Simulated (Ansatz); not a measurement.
## Effect of Cu on a Zn site (antisite), symmetric start on ZnCu2SnS4

The parent structure is a 16-atom supercell of ZnCu2SnS4 (space group I-4, No. 82; a = 5.468 Å, c = 10.935 Å) at its relaxed geometry.

Modification: a neutral Cu on a Zn site (antisite), symmetric start, atoms relaxed at fixed cell.

Calculations: Kohn–Sham DFT with the PBE functional, run in Ansatz (a quantum-chemistry and plane-wave program) with PAW and 420 eV plane waves, no spin-orbit coupling, earlier PAW set. k-mesh 3×4×4 (Γ-centred); smearing 0.05 eV (Fermi–Dirac).

- Pressure: -1.1 GPa (base 0.0 GPa)
- Energy gained by relaxation: 0.06 eV
- Largest displacement of a host atom from its site in the perfect cell: 0.06 Å

Final structure:

```
ZnCu5Sn2S8
1.0
   -5.46847     5.46847     0.00000
    2.73424     2.73424     5.46757
    2.73424     2.73424    -5.46757
Cu Zn Sn S
5 1 2 8
Direct
  0.99817   0.99641   0.99588
  0.50183   0.50412   0.50359
  0.25000   0.50414   0.99586
  0.75000   0.99613   0.50387
  0.75000   0.49932   0.00068
  0.25000   0.00075   0.49925
  0.99567   0.50447   0.50481
  0.50433   0.99519   0.99553
  0.99891   0.63162   0.89702
  0.50502   0.13290   0.38988
  0.99498   0.11012   0.36710
  0.50109   0.60298   0.86838
  0.73629   0.63125   0.36799
  0.23864   0.13381   0.87521
  0.26136   0.62479   0.36619
  0.76371   0.13201   0.86875
```

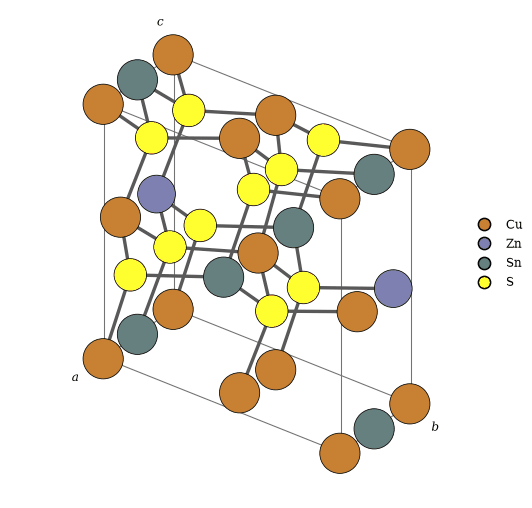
Figure: The relaxed cell after the change

In so small a cell the defect repeats every few ångströms: this is an ordered compound, not a dilute defect. A case with no gap was solved on a k-mesh chosen for an insulator, which is coarse for it. The defect started on the symmetric site and kept its symmetry, so it may sit on a saddle. The final runs are not spin-polarised. The defect cell is not spin-polarised.
